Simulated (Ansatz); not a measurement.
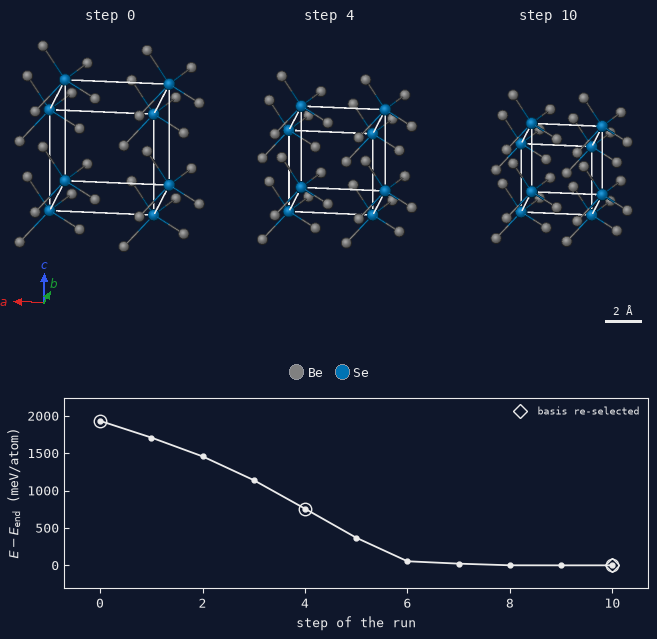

Frames of a relaxation of a crystal of Be₄Se (a generated structure, set up in P-43m) (coarse preliminary run), marked on the history of the run. The picture is a ball-and-stick view of the cell of the calculation, seen from a free direction.

All numbers below come from DFT PBE, scalar-relativistic, plane waves, PAW in Ansatz.

Input file:
```yaml
crystal:
  lattice:
    - [5.8989939, 0.0, 0.0]
    - [0.0, 5.8989939, 0.0]
    - [0.0, 0.0, 5.8989939]
  atoms:
    - { symbol: Be, position: [0.25, 0.25, 0.25] }
    - { symbol: Be, position: [0.75, 0.75, 0.25] }
    - { symbol: Be, position: [0.75, 0.25, 0.75] }
    - { symbol: Be, position: [0.25, 0.75, 0.75] }
    - { symbol: Se, position: [0.0, 0.0, 0.0] }
basis:
  ecutwfc: 420
kpoints:
  mp_grid: { grid: [4, 4, 4] }
hamiltonian:
  xc: pbe
scf:
  occupations: { method: gaussian, width: 0.1 }
  lower_state_search: "off"
output:
  forces: true
  stress: true
  eigenvalues: true
relax:
  adjacent_minimum: "off"
  f_tol: 0.04
  max_steps: 70
  cell: { stress_tol: 0.4 }
```

Launched with:
```bash
ansatz run input.yaml --threads 1 --pin off --max-ram 2048MiB --backend cpu --events-out ev --progress --plain --runs-dir out
```

What happens along the run?

The largest moves relative to the cell, 0.40 Å, are those of Be1, Be2, Be3 and Be4. Be1 goes along [1 1 1]. Se stays in place. The drawn cell changes as follows: a = b = c 5.899 → 3.999 Å (−32.2 %); the volume changes by −68.9 %. Among the contacts that change: Be1–Se5 2.554 → 2.136 Å. The space group stays P-43m (No. 215). After 9 accepted moves (10 points after the start) the energy has fallen by 1934 meV per atom. Largest force component: 0.25 eV/Å at the start, 0.0033 eV/Å at the end. Pressure: −5.56 GPa at the start and −0.02 GPa at the end. The SCF was repeated once at an unchanged geometry on a basis and grid sized afresh for the cell, which shifted the energy by 0.3 meV per atom at most. The run took 41 s on 1 thread of Arm Neoverse V1, with other jobs on the host, peak memory 0.4 GiB. From step 0 to 4: Be atoms move most (0.20 Å), volume −47.8 %, energy −1175 meV per atom. From step 4 to 10: Be atoms move most (0.23 Å), volume −40.3 %, energy −758 meV per atom.
